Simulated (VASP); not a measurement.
Band structure of GeS$_{2}$ (relaxed from the CdCl2 structure, space group R-3m). Computed with PBEsol GGA, VASP's PBE PAW potentials (set 64) (plane waves; VASP 6.6.1).

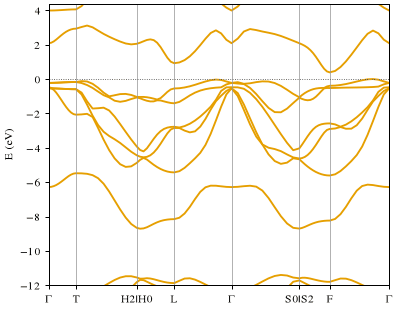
Fig. 1. Bands along high-symmetry lines, zero at the valence-band maximum or, without a gap, the Fermi level

Read the plot: is there a gap, and where are the band edges?

The gap is indirect, 0.39 eV, from the valence maximum at F-Γ at 0.73 to the conduction minimum at F. (Edges off the drawn lines would not show.)

The structure was generated: GeS2 was put into the CdCl2 type (R-3m), which need not be its known phase. It was relaxed first, which changed the volume by +11 %.
